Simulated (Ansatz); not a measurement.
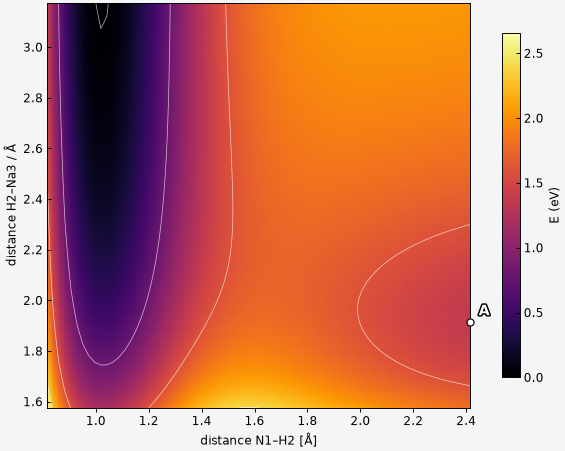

The system N + HNa, spin multiplicity 4. Coordinates scanned: (1) distance N1–H2; (2) distance H2–Na3. Nothing is relaxed (the angle N1–H2–Na3 is fixed at 180 degrees). The grid has 17 × 17 points. Energies: eV, counted from the lowest grid point. In part of the range the unrestricted reference is strongly spin-contaminated. These are results of Ansatz 0.2.0, UHF/aug-cc-pVTZ, not measurements.

In the figure: a smooth colour map with a few white contour lines, the point A. Between grid points the surface is interpolated.

Question: Find the lowest path from A to the other arm of the map, and its barrier.

Answer: The easiest path runs from the side where the first distance is long, distance N1–H2 = 2.416 Å, distance H2–Na3 = 1.929 Å, to the side where the second distance is long, about distance N1–H2 = 1.02 Å, distance H2–Na3 = 3.18 Å. Its highest point, at distance N1–H2 = 1.684 Å, distance H2–Na3 = 2.122 Å, lies about 0.35 eV above the start and 1.7 eV above the end on the interpolated surface. An end on the edge of the scan is no minimum, so the barrier from there is a lower bound.

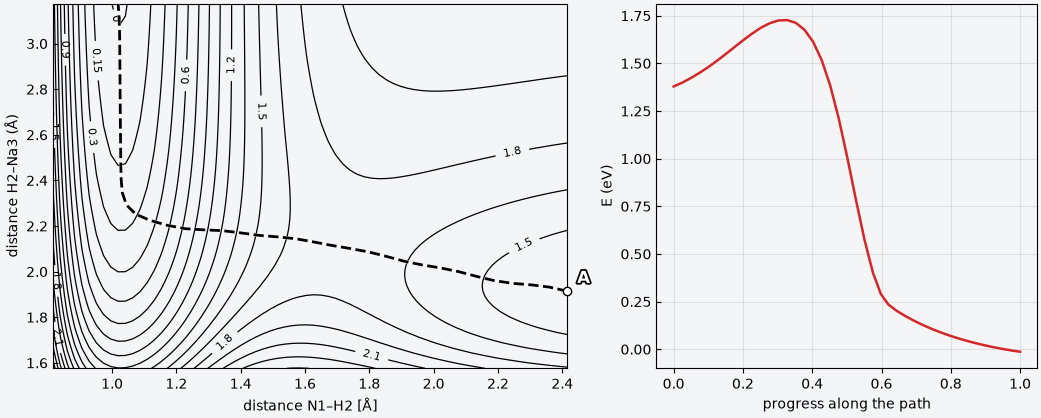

Drawn: contour lines labelled in eV, a line along the lowest path, the energy along the path at the right. Between grid points the surface is interpolated.
